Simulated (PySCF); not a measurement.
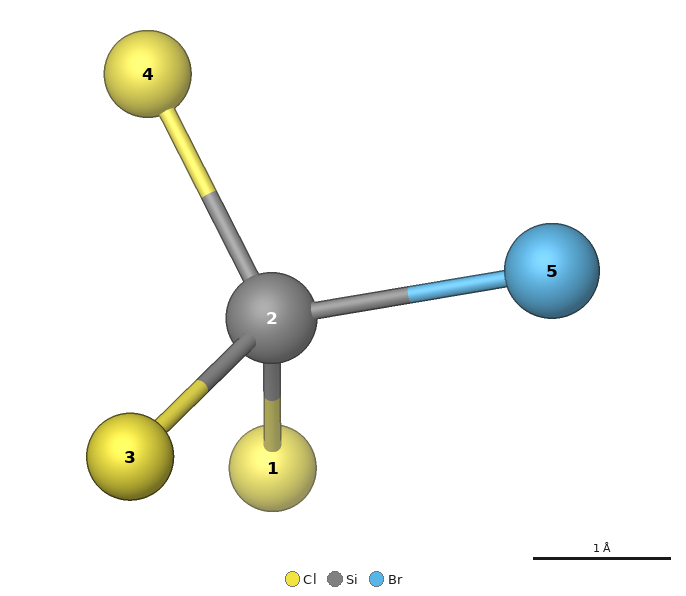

Orthographic view. Distant atoms are faded towards the background colour. Computed geometry: PBE0-D3(BJ)/def2-SVP optimisation. No frequency run is at hand to confirm it as a minimum.

Write a MOL file (V2000) with the atoms in numerical order, bonds sorted by atom number with the orders drawn, and coordinates in the frame of the picture: x right, y up, z towards the viewer, origin at the mean position.

```
SiBrCl3
                    3D

  5  4  0  0  0  0  0  0  0  0999 V2000
   -0.0200   -1.1000   -1.7200 Cl  0  0  0  0  0  0  0  0  0  0  0  0
   -0.0200   -0.0000   -0.0100 Si  0  0  0  0  0  4  0  0  0  0  0  0
   -1.0600   -1.0200    1.4200 Cl  0  0  0  0  0  0  0  0  0  0  0  0
   -0.9300    1.7800   -0.3700 Cl  0  0  0  0  0  0  0  0  0  0  0  0
    2.0300    0.3400    0.6800 Br  0  0  0  0  0  0  0  0  0  0  0  0
  1  2  1  0
  2  3  1  0
  2  4  1  0
  2  5  1  0
M  END
```
